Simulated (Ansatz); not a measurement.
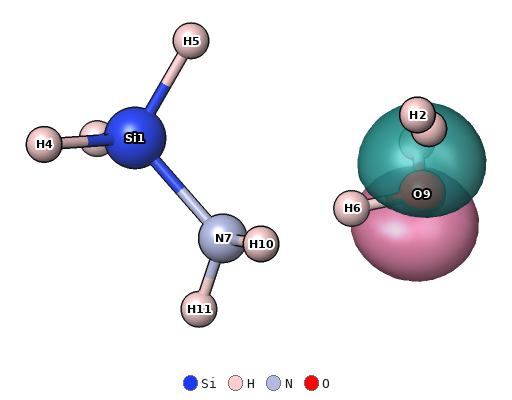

The picture shows: H5NSi···H2···H2O. The HOMO−1 at ±0.2 Å⁻³ᐟ² (teal and pink are the two phases), seen from one side.

The product side of a reaction path; geometry: PBE0-D4/def2-TZVP.

Theory: RKS PBE0-D4/def2-TZVPP in Ansatz 0.2.0.

Input

```
crystal:
  periodic: [false, false, false]
  atoms:
    - {symbol: Si, position_ang: [-1.375892, -0.798015, 0.717265]}
    - {symbol: H, position_ang: [0.056480, 1.693165, -2.319934]}
    - {symbol: H, position_ang: [-0.923193, -2.005133, 1.453601]}
    - {symbol: H, position_ang: [-2.737850, -0.438680, 1.204749]}
    - {symbol: H, position_ang: [-1.456938, -1.074437, -0.737931]}
    - {symbol: H, position_ang: [1.505167, -0.023770, -0.030172]}
    - {symbol: N, position_ang: [-0.166056, 0.426356, 0.947867]}
    - {symbol: H, position_ang: [0.640835, 1.305419, -2.055248]}
    - {symbol: O, position_ang: [2.265446, -0.046668, -0.636294]}
    - {symbol: H, position_ang: [-0.283428, 1.287136, 0.430166]}
    - {symbol: H, position_ang: [0.096615, 0.643638, 1.898987]}
    - {symbol: H, position_ang: [2.378714, -0.969012, -0.873054]}
basis:
  gaussian: {orbitals: def2-TZVPP}
hamiltonian: {xc: pbe0, dispersion: d4}
output: {orbitals: {seedname: orbitals}}
```

Launched as:

```sh
ansatz run in.yaml --threads 4 --pin off --events-out ev --progress --plain --max-ram 9574MiB
```

Question: What is the character of this orbital?

Answer: It lies mainly on O9 (about 85 %); largely a lone pair of O9. Its energy is −8.30 eV.
